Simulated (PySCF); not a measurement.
# CH3F3Sn (SMILES [CH3][Sn]([F])([F])[F]) at 3 levels

We compute a comparison of 3 runs (HF/STO-3G, CAM-B3LYP/def2-SVP, TPSS/def2-SVP) of CH3F3Sn. 

The calculation is run with PySCF 2.14.0.

## Step 1: Starting point

The species is CH3F3Sn (8 atoms), meant as a singlet with charge 0. As SMILES, `[CH3][Sn]([F])([F])[F]`. Geometry: relaxed at PBE0-D4/def2-TZVP.

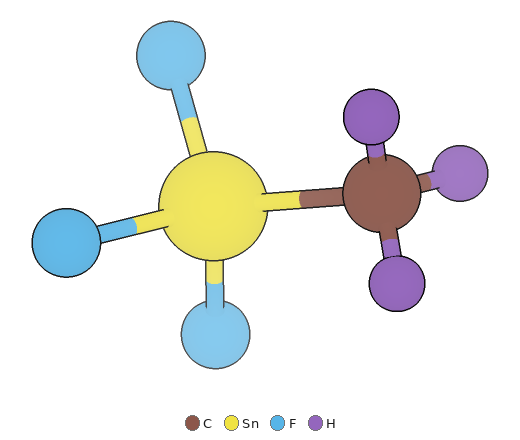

Viewed from a chosen angle; carbon brown, tin yellow, fluorine blue, hydrogen purple.

## Step 2: Energy and gradient at HF/STO-3G (run 1)

The input, input.py:

```python
# [CH3][Sn]([F])([F])[F]
import pyscf.grad
from pyscf import gto, scf

mol = gto.M(
    atom='''
C     -1.954544    -0.140974     1.143851
Sn     1.468317     0.079557    -0.860959
F      3.949906    -2.280899     0.204279
F      1.152355    -0.495864    -4.387188
F      3.108599     3.260722    -0.623988
H     -2.750685    -2.018039     0.872487
H     -1.567339     0.193508     3.136189
H     -3.232188     1.294273     0.409882
''',
    verbose=4,
    max_memory=1860,
    unit='bohr',
    charge=0,
    spin=0,
    basis='sto-3g',
)

mf = scf.RHF(mol)
mf.conv_tol = 1e-10
mf.kernel()
if not mf.converged:
    mf = mf.newton().run(mf.mo_coeff, mf.mo_occ)

e_final = mf.e_tot
print('E(%s) = %.9f' % ('HF', e_final))
grad = mf.Gradients().kernel()
mf.analyze()
```

Launch:

```bash
$ OMP_NUM_THREADS=1 python input.py
```

Output:

```text
PySCF version 2.14.0

[... 76 lines left out ...]
Total Energy =                       -6296.595678623805725
[... 4 lines left out ...]
DFT Exchange-Correlation Energy =     -197.005482276736984
[... 6 lines left out ...]
MO #5   energy= -145.418916008271  occ= 2
[... 4 lines left out ...]
MO #10  energy= -25.7737485423085  occ= 2
[... 4 lines left out ...]
MO #15  energy= -18.2491405866335  occ= 2
[... 4 lines left out ...]
MO #20  energy= -3.62797526814439  occ= 2
[... 4 lines left out ...]
MO #25  energy= -1.38395176239712  occ= 2
[... 4 lines left out ...]
MO #30  energy= -0.945915262268342 occ= 2
[... 4 lines left out ...]
MO #35  energy= -0.459546091383358 occ= 2
[... 4 lines left out ...]
MO #40  energy= -0.39784765726486  occ= 2
[... 4 lines left out ...]
MO #45  energy= 0.408226908027757  occ= 0
[... 4 lines left out ...]
MO #50  energy= 0.725015087373381  occ= 0
[... 22 lines left out ...]
pop of  1 Sn 5py          0.60079
pop of  1 Sn 5pz          0.63195
pop of  1 Sn 3dxy         1.99999
pop of  1 Sn 3dyz         2.00000
pop of  1 Sn 3dz^2        1.99999
pop of  1 Sn 3dxz         1.99999
pop of  1 Sn 3dx2-y2      1.99999
pop of  1 Sn 4dxy         1.99360
pop of  1 Sn 4dyz         1.99893
pop of  1 Sn 4dz^2        1.99277
pop of  1 Sn 4dxz         1.99434
pop of  1 Sn 4dx2-y2      1.99518
pop of  2 F 1s            1.99997
pop of  2 F 2s            1.91467
pop of  2 F 2px           1.71827
pop of  2 F 2py           1.75614
pop of  2 F 2pz           1.92194
pop of  3 F 1s            1.99997
pop of  3 F 2s            1.91469
pop of  3 F 2px           1.95951
pop of  3 F 2py           1.94541
pop of  3 F 2pz           1.49128
pop of  4 F 1s            1.99997
pop of  4 F 2s            1.91470
pop of  4 F 2px           1.85048
pop of  4 F 2py           1.58840
pop of  4 F 2pz           1.95739
pop of  5 H 1s            0.96376
pop of  6 H 1s            0.96374
pop of  7 H 1s            0.96380
 ** Mulliken atomic charges  **
charge of    0C =     -0.28457
charge of    1Sn =      1.10864
charge of    2F =     -0.31099
charge of    3F =     -0.31085
charge of    4F =     -0.31093
charge of    5H =      0.03624
charge of    6H =      0.03626
charge of    7H =      0.03620
Dipole moment(X, Y, Z, Debye): -1.84927, -0.11851,  1.07665
```

Wall time 8.7 s (1 thread of Intel Xeon at 2.50GHz (Skylake/Cascade Lake), shared host); peak memory 0.13 GiB.

## Step 3: Energy and gradient at CAM-B3LYP/def2-SVP (core potential) (run 2)

The input, job.py:

```python
import pyscf.grad
from pyscf import gto, dft

mol = gto.Mole()
mol.atom = [
    ('C', (-1.034300, -0.074600, 0.605300)),
    ('Sn', (0.777000, 0.042100, -0.455600)),
    ('F', (2.090200, -1.207000, 0.108100)),
    ('F', (0.609800, -0.262400, -2.321600)),
    ('F', (1.645000, 1.725500, -0.330200)),
    ('H', (-1.455600, -1.067900, 0.461700)),
    ('H', (-0.829400, 0.102400, 1.659600)),
    ('H', (-1.710400, 0.684900, 0.216900)),
]
mol.verbose = 4
mol.max_memory = 1860
mol.basis = 'def2-svp'
mol.ecp = {'Sn': 'def2-svp'}
mol.charge = 0
mol.spin = 0
mol.build()

mf = dft.RKS(mol)
mf.xc = 'cam-b3lyp'
mf.grids.level = 5
mf.conv_tol = 1e-10
mf.kernel()
if not mf.converged:
    mf = mf.newton().run(mf.mo_coeff, mf.mo_occ)

e_final = mf.e_tot
print('Final energy', e_final)
grad = mf.Gradients().kernel()
mf.analyze()
```

Launch:

```bash
$ OMP_NUM_THREADS=1 python job.py
```

Output:

```text
PySCF version 2.14.0

[... 96 lines left out ...]
Two-electron Energy =                  593.659599586035483
[... 10 lines left out ...]
MO #7   energy= -3.58337926591972  occ= 2
[... 8 lines left out ...]
MO #16  energy= -1.11658020271532  occ= 2
[... 8 lines left out ...]
MO #25  energy= -0.465433451639365 occ= 2
[... 8 lines left out ...]
MO #34  energy= 0.138739253230247  occ= 0
[... 8 lines left out ...]
MO #43  energy= 0.476870218778817  occ= 0
[... 8 lines left out ...]
MO #52  energy= 0.879168706325459  occ= 0
[... 8 lines left out ...]
MO #61  energy= 1.38727085254547   occ= 0
[... 8 lines left out ...]
MO #70  energy= 1.82051588901749   occ= 0
[... 8 lines left out ...]
MO #79  energy= 3.13484049325808   occ= 0
[... 8 lines left out ...]
MO #88  energy= 3.23956067576667   occ= 0
[... 8 lines left out ...]
MO #97  energy= 51.8600822625837   occ= 0
[... 69 lines left out ...]
pop of  3 F 3dx2-y2       0.00018
pop of  4 F 1s            1.99995
pop of  4 F 2s            1.96937
pop of  4 F 3s            0.01329
pop of  4 F 2px           1.93667
pop of  4 F 2py           1.83959
pop of  4 F 2pz           1.96326
pop of  4 F 3px           0.01163
pop of  4 F 3py           0.00610
pop of  4 F 3pz           0.01351
pop of  4 F 3dxy          0.00201
pop of  4 F 3dyz          0.00189
pop of  4 F 3dz^2         0.00070
pop of  4 F 3dxz          0.00060
pop of  4 F 3dx2-y2       0.00136
pop of  5 H 1s            0.85705
pop of  5 H 2s            0.00912
pop of  5 H 2px           0.00088
pop of  5 H 2py           0.00125
pop of  5 H 2pz           0.00045
pop of  6 H 1s            0.85545
pop of  6 H 2s            0.01015
pop of  6 H 2px           0.00061
pop of  6 H 2py           0.00032
pop of  6 H 2pz           0.00165
pop of  7 H 1s            0.85637
pop of  7 H 2s            0.00928
pop of  7 H 2px           0.00103
pop of  7 H 2py           0.00113
pop of  7 H 2pz           0.00026
 ** Mulliken atomic charges  **
charge of    0C =     -0.87189
charge of    1Sn =      2.77393
charge of    2F =     -0.76085
charge of    3F =     -0.77627
charge of    4F =     -0.75993
charge of    5H =      0.13124
charge of    6H =      0.13182
charge of    7H =      0.13194
Dipole moment(X, Y, Z, Debye): -3.96215, -0.25484,  2.31415
```

It took 1.8 min on 1 thread of Intel Xeon at 2.50GHz (Skylake/Cascade Lake), shared host; peak memory 0.96 GiB.

## Step 4: Energy and gradient at TPSS/def2-SVP (core potential) (run 3)

The input, start.xyz:

```xyz
8
CH3F3Sn
C     -1.034300    -0.074600     0.605300
Sn     0.777000     0.042100    -0.455600
F      2.090200    -1.207000     0.108100
F      0.609800    -0.262400    -2.321600
F      1.645000     1.725500    -0.330200
H     -1.455600    -1.067900     0.461700
H     -0.829400     0.102400     1.659600
H     -1.710400     0.684900     0.216900
```

The input, input.py:

```python
from pyscf import gto, dft

mol = gto.Mole()
mol.atom = 'start.xyz'
mol.verbose = 4
mol.max_memory = 1860
mol.basis = 'def2-svp'
mol.ecp = {'Sn': 'def2-svp'}
mol.build()

mf = dft.RKS(mol, xc='tpss')
mf.conv_tol = 1e-10
mf.grids.level = 5
mf.kernel()
if not mf.converged:
    mf = mf.newton().run(mf.mo_coeff, mf.mo_occ)

etot = mf.e_tot
print('Final energy', etot)
grad = mf.nuc_grad_method().kernel()
mf.analyze()
```

Launch:

```bash
$ OMP_NUM_THREADS=1 python input.py
```

Output:

```text
PySCF version 2.14.0

[... 99 lines left out ...]
Two-electron Energy =                  593.655486760895656
[... 10 lines left out ...]
MO #7   energy= -3.35432240123673  occ= 2
[... 8 lines left out ...]
MO #16  energy= -0.957418814667156 occ= 2
[... 8 lines left out ...]
MO #25  energy= -0.3360354562761   occ= 2
[... 8 lines left out ...]
MO #34  energy= 0.0828094204080913 occ= 0
[... 8 lines left out ...]
MO #43  energy= 0.406086764787027  occ= 0
[... 8 lines left out ...]
MO #52  energy= 0.811209484581077  occ= 0
[... 8 lines left out ...]
MO #61  energy= 1.27959150104796   occ= 0
[... 8 lines left out ...]
MO #70  energy= 1.73436555735825   occ= 0
[... 8 lines left out ...]
MO #79  energy= 3.01119939178226   occ= 0
[... 8 lines left out ...]
MO #88  energy= 3.11590803556742   occ= 0
[... 8 lines left out ...]
MO #97  energy= 51.9127719236395   occ= 0
[... 69 lines left out ...]
pop of  3 F 3dx2-y2       0.00018
pop of  4 F 1s            1.99996
pop of  4 F 2s            1.97421
pop of  4 F 3s            0.01311
pop of  4 F 2px           1.92867
pop of  4 F 2py           1.82469
pop of  4 F 2pz           1.95746
pop of  4 F 3px           0.01205
pop of  4 F 3py           0.00588
pop of  4 F 3pz           0.01402
pop of  4 F 3dxy          0.00196
pop of  4 F 3dyz          0.00191
pop of  4 F 3dz^2         0.00067
pop of  4 F 3dxz          0.00061
pop of  4 F 3dx2-y2       0.00130
pop of  5 H 1s            0.86110
pop of  5 H 2s            0.01099
pop of  5 H 2px           0.00087
pop of  5 H 2py           0.00120
pop of  5 H 2pz           0.00048
pop of  6 H 1s            0.85944
pop of  6 H 2s            0.01210
pop of  6 H 2px           0.00065
pop of  6 H 2py           0.00034
pop of  6 H 2pz           0.00154
pop of  7 H 1s            0.86038
pop of  7 H 2s            0.01115
pop of  7 H 2px           0.00097
pop of  7 H 2py           0.00112
pop of  7 H 2pz           0.00028
 ** Mulliken atomic charges  **
charge of    0C =     -0.84750
charge of    1Sn =      2.69680
charge of    2F =     -0.73732
charge of    3F =     -0.75291
charge of    4F =     -0.73649
charge of    5H =      0.12538
charge of    6H =      0.12594
charge of    7H =      0.12611
Dipole moment(X, Y, Z, Debye): -3.76865, -0.24238,  2.20123
```

Wall time 90 s (1 thread of Intel Xeon at 2.50GHz (Skylake/Cascade Lake), shared host); peak memory 0.96 GiB.

## Step 5: Overview of the runs

```csv
run,level,core potential,integration grid,energy (Eh),dipole moment (D),HOMO energy (eV),LUMO energy (eV),wall time
1,HF/STO-3G,–,–,-6296.595679,2.14,-9.33,9.28,8.7 s
2,CAM-B3LYP/def2-SVP (core potential),def2-svp,5,-553.438017,4.60,-11.37,-0.50,1.8 min
3,TPSS/def2-SVP (core potential),def2-svp,5,-553.489732,4.37,-8.49,-2.38,90 s
```

## Step 6: Outcome

```
                       quantity          value
            run 3: total energy  -553.48973 Eh
           run 3: dipole moment         4.37 D
             run 3: HOMO energy       -8.49 eV
             run 3: LUMO energy       -2.38 eV
           run 3: HOMO–LUMO gap        6.11 eV
run 3: largest force on an atom     1.130 eV/Å
```

The dipole moment (its size) runs from 2.14 D (HF/STO-3G) to 4.60 D (CAM-B3LYP/def2-SVP). The two ends differ in method and basis and core potential. The HOMO–LUMO gap runs from 6.11 eV (TPSS/def2-SVP) to 18.60 eV (HF/STO-3G). Totals of different functionals can't be ranked against each other. Some runs of one species differ in core potentials or relativity; totals across that change don't compare. In run 1 the basis is minimal, so the values are rough. In run 1 relativity is left out where basis or elements ask for it. All runs together took 3.5 min, the longest 1.8 min.
